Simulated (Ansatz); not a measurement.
```xyz
9

Ge   -0.4656    0.8619   -0.0748
F    -1.1069   -2.1263   -0.3669
H    -0.8873    0.5228   -1.5143
H    -1.4952    0.4093    0.9740
H    -0.2187    2.3905    0.0553
H    -0.2262   -1.9807   -0.1390
N     1.0965   -0.1421    0.2608
H     1.8477    0.0671   -0.4088
H     1.4558   -0.0023    1.2136
```

Not at a stationary point (largest force 1.7 eV/Å).

Level of theory: RKS LDA/def2-SVP (Ansatz).

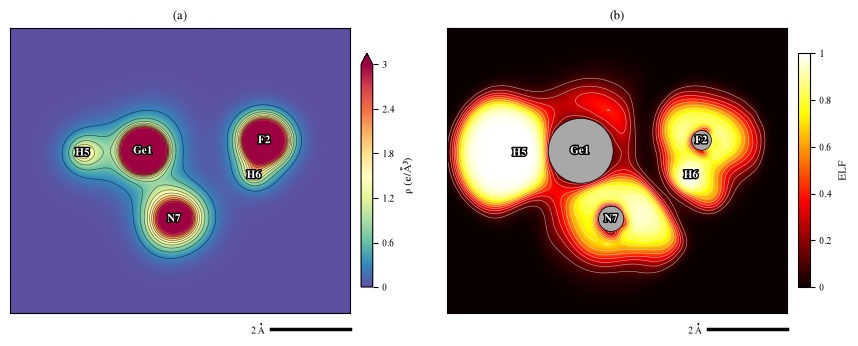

GeH5N···HF. (a) total electron density; (b) ELF on the plane of atoms H5, Ge1 and N7. Grey discs cover the atomic cores in the ELF map.

### What does the map show?

- The section cuts through Ge, F, H and N sites.
- N7···H6 (2.30 Å): the density falls to about 0.11 e/Å³ on the way; the ELF dips to about 0.10 between them: a closed-shell contact with the geometry of a hydrogen bond.
- Ge–N (1.89 Å): ρ is about 0.87 e/Å³ halfway; the ELF peaks at about 0.90 in the valence shell of N, 0.7 Å from its nucleus, and is about 0.50 at the midpoint.
- F–H (0.92 Å): ρ at the midpoint is about 4.7 e/Å³; the ELF climbs to about 1 towards the hydrogen, as it does in any bond to H (an ordinary covalent bond to hydrogen).
- Ge–H (1.55 Å): the density is about 1 e/Å³ at the midpoint; the ELF climbs to about 1 towards the hydrogen.
- The ELF also peaks beside N7 and F2, away from the bonds: lone-pair regions.
